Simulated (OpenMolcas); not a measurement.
# One shape, several levels: N2H3 (hydrazinyl radical)

Aim: a comparison of 4 runs (ROHF/STO-3G, UB3LYP/STO-3G, UPBE/STO-3G, ROCCSD(T)/STO-3G) of N2H3 (hydrazinyl radical). 

Program for the calculation: OpenMolcas 26.06.

### Step 1. The system as given

The species is N2H3 (5 atoms), meant as a doublet with charge 0. SMILES: `[NH]N`. The shape is that of a PBE0-D4/def2-TZVP optimisation. This is one conformer, not always the lowest.

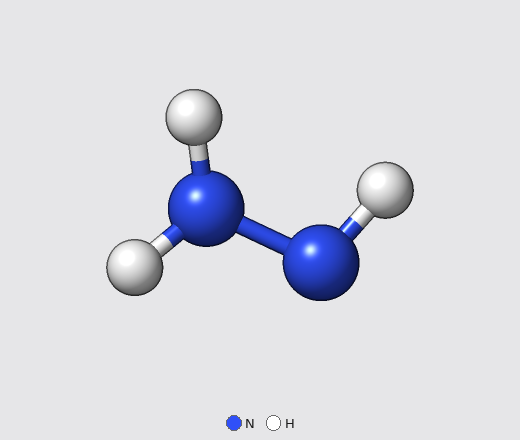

The structure, seen from a chosen angle (nitrogen blue, hydrogen white).

### Step 2. The energy at ROHF/STO-3G (run 1)

File geom.xyz:

```xyz
5

N     -0.187600    -0.818050     0.454040
N     -0.128660     0.235610    -0.368450
H      0.759840    -0.951450     0.811270
H     -1.030950     0.592300    -0.640030
H      0.587360     0.941580    -0.256830
```

File step1.inp:

```
>>> EXPORT MOLCAS_PRINT=2

&GATEWAY
  BASLIB=$CurrDir
  COORD=geom.xyz
  BASIS=STO-3G
  GROUP=NoSym

&SEWARD

&SCF
  UHF
  SPIN=2
  SCRAMBLE=0.25
  PRORBITALS=1 1

&RASSCF
  FILEORB=$Project.UnaOrb
  SPIN=2
  NACTEL=1 0 0
  INACTIVE=8
  RAS2=1
  OUTORBITALS=Canonical
  ORBLISTING=Nothing
```

The basis set STO-3G is read from a file made from the Basis Set Exchange's data (not shown).

The run is started by

```
$ export MOLCAS_MEM=1860
$ pymolcas step1.inp > step1.log
```

What it wrote:

```text
--- Start Module: gateway ---
[...]
--- Stop Module: gateway /rc=_RC_ALL_IS_WELL_ ---
[...]
      Basis functions           13
[...]
--- Start Module: scf ---
[...]
       Convergence after  15 Iterations
[...]
::    Total SCF energy                               -109.1444748673
[...]
      Total spin, S                                     0.5026243485
[...]
--- Stop Module: scf /rc=_RC_ALL_IS_WELL_ ---
--- Start Module: rasscf ---
[...]
      Number of active orbitals                  1
[...]
      Spin quantum number                      0.5
[...]
      Active orbitals                            1
[...]
      Number of CSFs                             1
[...]
      Number of root(s) required                 1
[...]
      Convergence after  7 iterations
[...]
      printout of CI-coefficients larger than  0.05 for root  1
      energy=    -109.142507
      conf/sym  1     Coeff  Weight
             1  u   1.00000 1.00000
      Natural orbitals and occupation numbers for root  1
      sym 1:   1.000000
      ************************************************************************************************************************
      *                                                    Final results                                                     *
[...]
::    RASSCF root number  1 Total energy:   -109.14250669
[...]
      Total electronic charge=   17.000000
      Total            charge=   -0.000000
[...]
      Dipole Moment (debye):
      Origin of the operator (angstrom)=   -0.1325   -0.2439    0.0358
                   X=  1.0496E+00               Y=  1.8931E+00               Z=  1.0235E-01           Total=  2.1670E+00
      Quadrupole Moment (debye*angstrom):
[...]
--- Stop Module: rasscf /rc=_RC_ALL_IS_WELL_ ---
[...]
```

It took 2.4 s on 1 thread of Arm Neoverse V1, shared host; peak memory 0.37 GiB.

### Step 3. A single-point energy at UB3LYP/STO-3G (run 2)

geom.xyz is that of step 2.

File calc.input:

```
* H3N2 Kohn-Sham DFT
>>> EXPORT MOLCAS_PRINT=2

&GATEWAY
  BasLib
  $CurrDir
  Coord
  geom.xyz
  Basis
  STO-3G
  Group
  NoSym

&SEWARD
  GridInput
  Grid=UltraFine
  End of Grid

&SCF
  UHF
  Spin
  2
  KSDFT
  B3LYP
  Thresholds
  1e-10 1e-07 1e-07 1e-05
  PrOrbitals
  1 1
```

The basis set STO-3G is read from a file made from the Basis Set Exchange's data (not shown).

The run is started by

```
$ export MOLCAS_MEM=1860
$ pymolcas calc.input > calc.log
```

What it wrote:

```text
--- Start Module: gateway ---
[...]
--- Stop Module: gateway /rc=_RC_ALL_IS_WELL_ ---
--- Start Module: seward ---
[...]
      Basis functions           13
--- Stop Module: seward /rc=_RC_ALL_IS_WELL_ ---
--- Start Module: scf ---
[...]
       Convergence after  12 Iterations
[...]
::    Total KS-DFT energy                            -109.7392434447
[...]
      Total spin, S                                     0.5006325804
[...]
      Total electronic charge=   17.000000
      Total            charge=   -0.000000
[...]
      Dipole Moment (debye):
      Origin of the operator (angstrom)=   -0.1325   -0.2439    0.0358
                   X=  1.0091E+00               Y=  2.1987E+00               Z= -2.2650E-01           Total=  2.4298E+00
      Quadrupole Moment (debye*angstrom):
[...]
--- Stop Module: scf /rc=_RC_ALL_IS_WELL_ ---
[...]
```

Run time: 6 s. Hardware: 1 thread of Arm Neoverse V1, shared host; peak memory 0.37 GiB.

Run 3 isn't shown in full; the table further down has it.

### Step 4. A single-point energy at ROCCSD(T)/STO-3G (run 4)

geom.xyz is that of step 3.

File calc.inp:

```
* H3N2 CCSD(T)
&GATEWAY
BasLib = $CurrDir
Coord = geom.xyz
Basis = STO-3G
Group = NoSym
&SEWARD
&SCF
UHF
Spin = 2
Thresholds = 1e-10 1e-07 1e-07 1e-05
PrOrbitals = 1 1
&RASSCF
FileOrb = $Project.UnaOrb
Spin = 2
Nactel = 1 0 0
Inactive = 8
Ras2 = 1
OutOrbitals = Canonical
OrbListing = Nothing
&MOTRA
JobIph
Frozen = 2
&CCSDT
CCT
Triples = 3
Iterations = 80
Accuracy = 1e-08
Extrapolation = 5 4
```

The basis set STO-3G is read from a file made from the Basis Set Exchange's data (not shown).

The run is started by

```
$ export MOLCAS_MEM=1860
$ pymolcas calc.inp > calc.log
```

What it wrote:

```text
--- Start Module: gateway ---
[...]
--- Stop Module: gateway /rc=_RC_ALL_IS_WELL_ ---
[...]
      Basis functions           13
[...]
       Convergence after  16 Iterations
[...]
::    Total SCF energy                               -109.1444748673
[...]
      Total spin, S                                     0.5026243305
[...]
      Number of active orbitals                  1
[...]
      Spin quantum number                      0.5
[...]
      Active orbitals                            1
[...]
      Number of CSFs                             1
[...]
      Number of root(s) required                 1
[...]
      Convergence after  7 iterations
[...]
      printout of CI-coefficients larger than  0.05 for root  1
      energy=    -109.142507
      conf/sym  1     Coeff  Weight
             1  u   1.00000 1.00000
      Natural orbitals and occupation numbers for root  1
      sym 1:   1.000000
      ************************************************************************************************************************
      *                                                    Final results                                                     *
[...]
::    RASSCF root number  1 Total energy:   -109.14250669
[...]
      Total electronic charge=   17.000000
      Total            charge=   -0.000000
[...]
      Dipole Moment (debye):
      Origin of the operator (angstrom)=   -0.1325   -0.2439    0.0358
                   X=  1.0496E+00               Y=  1.8931E+00               Z=  1.0235E-01           Total=  2.1670E+00
      Quadrupole Moment (debye*angstrom):
[...]
--- Start Module: motra ---
[...]
      *** WARNING: Default frozen orbitals is overwritten by user input.
      *** Default values:   2
[...]
--- Stop Module: motra /rc=_RC_ALL_IS_WELL_ ---
--- Start Module: ccsdt ---
[...]
      Convergence after                    16  Iterations
      Total energy (diff) :    -109.24882125       0.00000000
[...]
 METHOD                       : CCSD+T(CCSD)+<T3(1)WT1>+<T3(1)UT2> = CCSD(T)
[...]
       CCSD     =      -109.2488212462662
[...]
--- Stop Module: ccsdt /rc=_RC_ALL_IS_WELL_ ---
[...]
```

Wall time 2.5 s (1 thread of Arm Neoverse V1, shared host); peak memory 0.37 GiB.

### Step 5. Overview of the runs

```csv
run,level,scramble,integration grid,SCF convergence threshold,energy (Eh),dipole moment (D),wall time
1,ROHF/STO-3G,0.25,–,–,-109.142507,2.17,2.4 s
2,UB3LYP/STO-3G,–,UltraFine,1e-10,-109.739243,2.43,6 s
3,UPBE/STO-3G,–,UltraFine,1e-10,-109.609644,2.47,5.4 s
4,ROCCSD(T)/STO-3G,–,–,1e-10,-109.251489,–,2.5 s
```

### Step 6. Summary of results

| quantity | value |
| --- | --- |
| run 4: total energy | -109.25149 Eh |
| run 4: (T) correction | -2.67 mEh |

**Reading.** Among the runs that give it from their own density at one geometry, the dipole moment runs from 2.17 D (ROHF/STO-3G) to 2.47 D (UPBE/STO-3G). Totals of different functionals can't be ranked against each other. In runs 1, 2, 3, 4 the basis is minimal, so dipoles, gaps and forces are rough. All runs together took 16 s, the longest 6 s.
